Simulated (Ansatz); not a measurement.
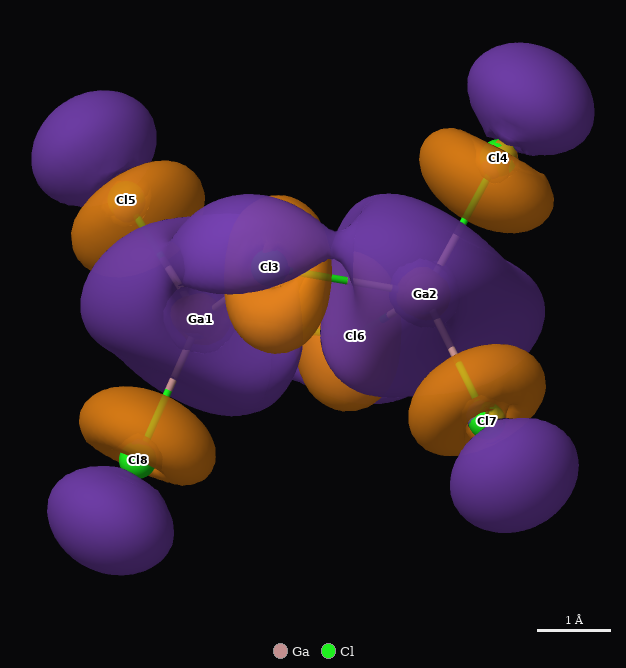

Figure. Cl6Ga2. The LUMO at ±0.06 Å⁻³ᐟ² (orange and purple are the two phases), seen at a tilt.

Geometry: PBE-D4/def2-SVP.

All numbers below come from Ansatz, RKS PBE0-D4/def2-TZVP.

Input file:

```
crystal:
  periodic: [false, false, false]
  atoms:
    - {symbol: Ga, position_ang: [-0.657650, -0.769561, 1.303012]}
    - {symbol: Ga, position_ang: [0.658696, 0.778090, -1.297597]}
    - {symbol: Cl, position_ang: [1.535140, -0.469502, 0.499801]}
    - {symbol: Cl, position_ang: [1.316432, 2.809494, -1.136002]}
    - {symbol: Cl, position_ang: [-0.870088, 0.242505, 3.178126]}
    - {symbol: Cl, position_ang: [-1.517718, 0.591420, -0.418429]}
    - {symbol: Cl, position_ang: [0.797705, -0.387434, -3.088763]}
    - {symbol: Cl, position_ang: [-1.262519, -2.795023, 0.959852]}
basis:
  gaussian: {orbitals: def2-TZVP, initial_orbitals: start.molden}
hamiltonian: {xc: pbe0, dispersion: d4}
scf: {omitted_lower_state_checks: [starts]}
output: {forces: true, orbitals: {seedname: orbitals}}
```

Run with:

```sh
ansatz run in.yaml --threads 4 --pin off --events-out ev --progress --plain --max-ram 4787MiB
```

Describe this orbital and give its energy.

Its weight (Hirshfeld) is mainly on Ga1 (about 20 %), Ga2 (about 20 %), Cl3 (about 10 %), Cl6 (about 10 %), Cl4 (about 10 %) and Cl5 (about 10 %). Its energy is −2.24 eV.
